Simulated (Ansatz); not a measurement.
# HOF (hypofluorous acid) at BHLYP/aug-cc-pVTZ

What is the energy change on altering one bond length of HOF (hypofluorous acid) at BHLYP/aug-cc-pVTZ? 

The calculation is run with Ansatz 0.2.0.

48 further runs of the same task are left out: 48 set aside as unsound or not needed.

## Step 1: The system as given

The species is HOF (3 atoms), meant as a singlet with charge 0. As SMILES, `OF`. The coordinates come from a PBE0-D4/def2-TZVP relaxation.

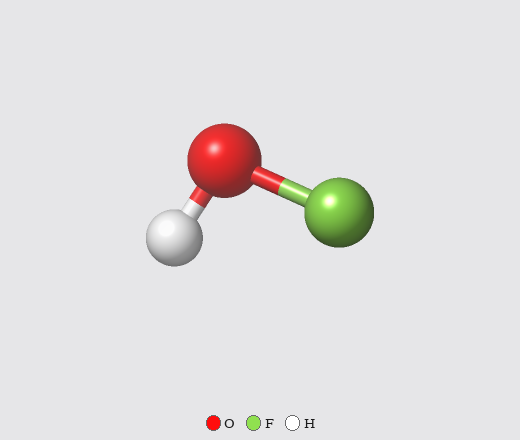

Viewed from a chosen angle; oxygen red, fluorine green, hydrogen white.

## Step 2: A single-point energy at BHLYP/aug-cc-pVTZ

The input, in.yaml:

```yaml
crystal:
  periodic: [false, false, false]
  atoms:
    - {symbol: O, position_ang: [0.430590, -0.210340, 0.216330]}
    - {symbol: F, position_ang: [-0.221910, 1.014620, -0.010980]}
    - {symbol: H, position_ang: [-0.208690, -0.804280, -0.205350]}
basis:
  gaussian:
    orbitals: aug-cc-pVTZ
hamiltonian:
  xc: {name: BHLYP}
accuracy: high
output: {orbitals: {seedname: orbitals}}
```

Launch:

```bash
$ ansatz run in.yaml --threads 1 --pin off --max-ram 3480MiB --events-out events.jsonl --progress --plain --runs-dir runs
```

What it wrote:

```text
Warning: RAYON_NUM_THREADS=1 ignored (pool sized by the plan → 1); use --threads N
Functional definition: BHLYP
  name "BHLYP"
  parameter a = 0.5
  exchange = (1 - a)*b88_x + a*exact_x
  correlation = lyp_c
1764 factors; integrals over basis functions are off by at most 3.3e-9 eV
mean field evaluation 1: about -4775.6169 eV, gradient 2.3e1 eV
mean field evaluation 2: about -4775.8713 eV, gradient 1.8e1 eV
mean field evaluation 4: about -4776.3503 eV, gradient 1.4e0 eV
mean field evaluation 8: about -4776.3531 eV, gradient 3.3e-3 eV
mean field evaluation 16: about -4776.3531 eV, gradient 3.2e-6 eV
mean field -4776.35307405 eV, -175.5277379430 hartree, gradient 8.2e-8 eV, S^2 0.000000; 0 other end points of the search recorded, 0 dependent functions left out
reference -4776.35309527 eV, -175.5277387229 hartree; 9, 9 occupied and 106, 106 virtual orbitals, 1764 factors
Total energy: -4776.35309527 eV, -175.5277387229 hartree
```

It took 3.9 s on 1 thread of Arm Neoverse V2, shared host; peak memory 0.26 GiB.

## Step 3: The distorted shape, same level

The input, in.yaml:

```yaml
crystal:
  periodic: [false, false, false]
  atoms:
    - {symbol: O, position_ang: [0.526465, -0.121265, 0.279571]}
    - {symbol: F, position_ang: [-0.126035, 1.103695, 0.052261]}
    - {symbol: H, position_ang: [-0.208690, -0.804280, -0.205350]}
basis:
  gaussian:
    orbitals: aug-cc-pVTZ
hamiltonian:
  xc: {name: BHLYP}
accuracy: high
output: {orbitals: {seedname: orbitals}}
```

Launch:

```bash
$ ansatz run in.yaml --threads 1 --pin off --max-ram 3480MiB --events-out events.jsonl --progress --plain --runs-dir runs
```

What it wrote:

```text
Warning: RAYON_NUM_THREADS=1 ignored (pool sized by the plan → 1); use --threads N
[... 5 set-up lines as earlier in the session ...]
1783 factors; integrals over basis functions are off by at most 2.7e-9 eV
mean field evaluation 1: about -4775.1459 eV, gradient 2.2e1 eV
mean field evaluation 2: about -4775.4268 eV, gradient 1.8e1 eV
mean field evaluation 4: about -4775.8883 eV, gradient 1.7e0 eV
mean field evaluation 8: about -4775.8922 eV, gradient 2.9e-2 eV
mean field evaluation 16: about -4775.8922 eV, gradient 4.4e-6 eV
mean field -4775.89216819 eV, -175.5107999650 hartree, gradient 7.2e-8 eV, S^2 0.000000; 0 other end points of the search recorded, 0 dependent functions left out
reference -4775.89218955 eV, -175.5108007501 hartree; 9, 9 occupied and 106, 106 virtual orbitals, 1783 factors
Total energy: -4775.89218955 eV, -175.5108007501 hartree
```

Wall time 3.9 s (1 thread of Arm Neoverse V2, shared host); peak memory 0.26 GiB.

## Step 4: What came out

Level: BHLYP/aug-cc-pVTZ.

| quantity | value |
| --- | --- |
| first shape: total energy | -175.52774 Eh |
| first shape: HOMO energy | -11.38 eV |
| first shape: LUMO energy | -0.15 eV |
| first shape: HOMO–LUMO gap | 11.23 eV |
| distorted shape: total energy | -175.51080 Eh |
| distorted shape: HOMO energy | -11.21 eV |
| distorted shape: LUMO energy | -0.43 eV |
| distorted shape: HOMO–LUMO gap | 10.77 eV |
| energy change with the O1–H3 bond stretched from 0.969 to 1.115 Å | 0.461 eV |

**Reading.** With the O1–H3 bond stretched from 0.969 to 1.115 Å the energy rises by 0.46 eV (44.5 kJ/mol). The first shape isn't relaxed at this level, so the change isn't measured from a minimum.
